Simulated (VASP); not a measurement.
Band structure of BaF2 (fluorite). All values below come from revPBE GGA, VASP's PBE PAW potentials (set 64) (plane waves; VASP).

Unless said otherwise, spin-orbit coupling is left out, though it shifts the bands of the heavy elements here.

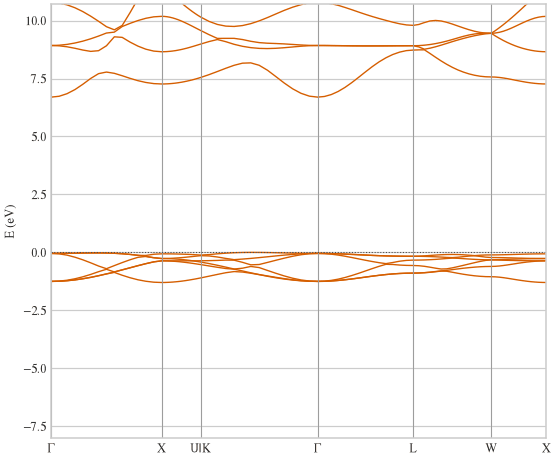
Figure. Bands along high-symmetry lines, zero at the valence-band maximum or, without a gap, the Fermi level

**Question.** Read the plot: is there a gap, and where are the band edges?

**Answer.** The gap is indirect, 6.70 eV, from the valence maximum at K-Γ at 0.43 to the conduction minimum at Γ. (Edges off the drawn lines would not show.)

Measured: gap 10.50 eV (computed value off by -3.80 eV), as given by Andrés Aguado et al., Journal of the Physical Society of Japan (1999), arXiv:cond-mat/9901145.

The compound is BaF2 in the fluorite structure. It was relaxed first, which changed the volume by +8 %.
